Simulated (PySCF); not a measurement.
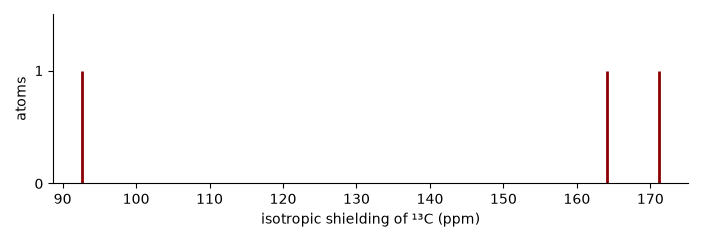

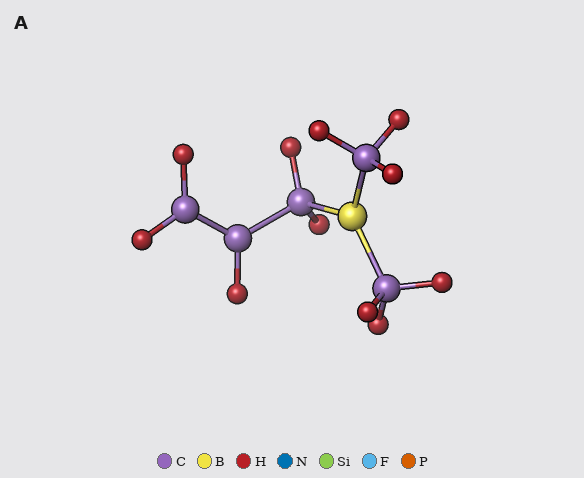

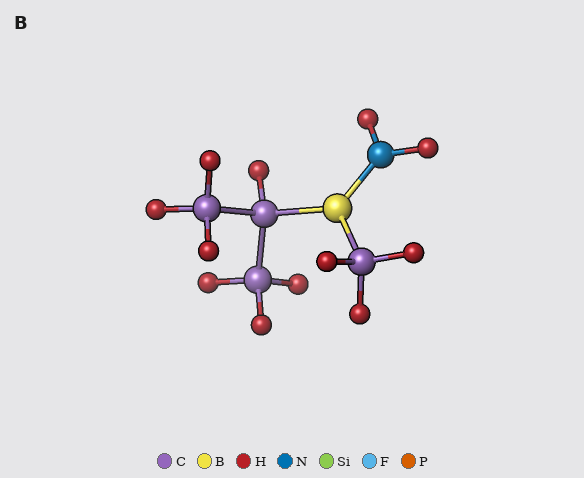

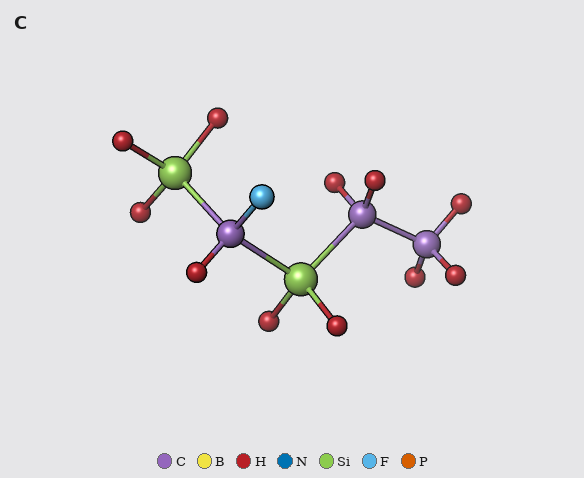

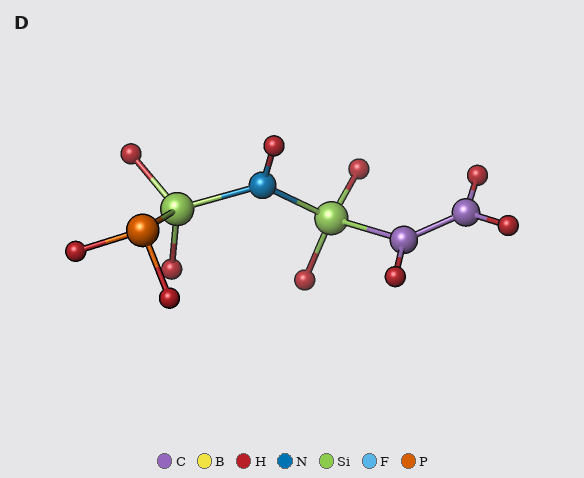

The sticks are computed shieldings of one of the molecules, for one fixed geometry (PBE0-D3(BJ)/def2-SVP) without averaging over rotations. Low shielding means a high chemical shift. Method: GIAO BLYP/pcSseg-1 NMR shielding, non-relativistic, gas phase (PySCF 2.14.0).

> Which molecule gives this pattern?

C, `CC[SiH2][C@@H](F)[SiH3]`. Its 3 C atoms give lines at 92.6, 164.0, 171.1 ppm.
